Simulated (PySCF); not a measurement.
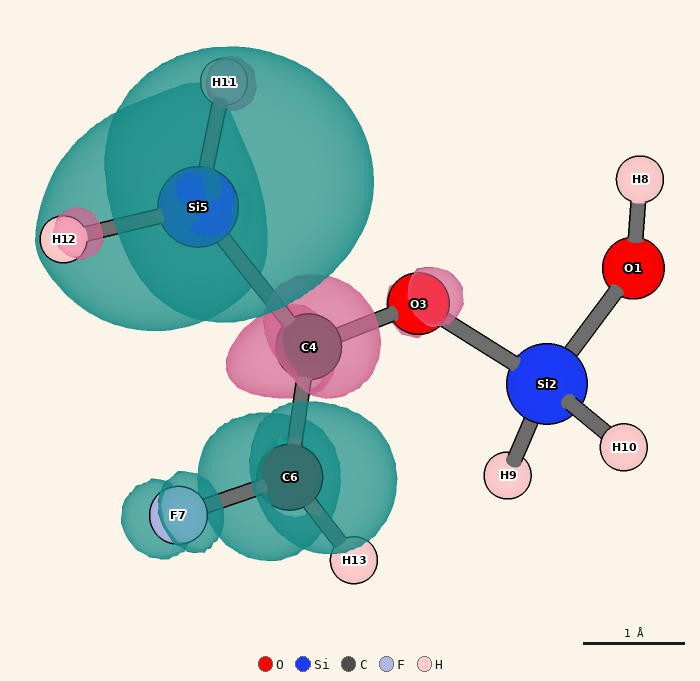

The picture shows: C2H6FO2Si2 (doublet). Isosurfaces of the spin density at +0.015 (teal) and −0.015 e/Å³ (pink), seen at a tilt.

Geometry: GFN2-xTB.

Method: UKS B3LYP, pcH-1 on C F H O Si, non-relativistic, mean-field spin-orbit, GIAO in PySCF 2.14.0, density-fitted response routines.

```xyz
13

O    -1.8601   -1.3312    2.0297
Si   -1.3879   -1.1741    0.4928
O    -0.2136   -0.0408    0.5468
C     0.5984    0.4725   -0.4122
Si    1.7104    1.8020    0.2335
C     0.5225    0.0741   -1.6881
F     1.3532    0.6200   -2.6092
H    -1.8879   -0.5800    2.6167
H    -0.8752   -2.4868    0.1336
H    -2.4774   -0.6996   -0.3591
H     1.8184    1.8090    1.6798
H     2.8305    2.2099   -0.5868
H    -0.1359   -0.6747   -2.0954
```

Describe the spin distribution.

Answer. The unpaired spin (1 electron) lies mostly on Si5 (about 0.8) and C6 (about 0.2), in electrons by Hirshfeld's partition.
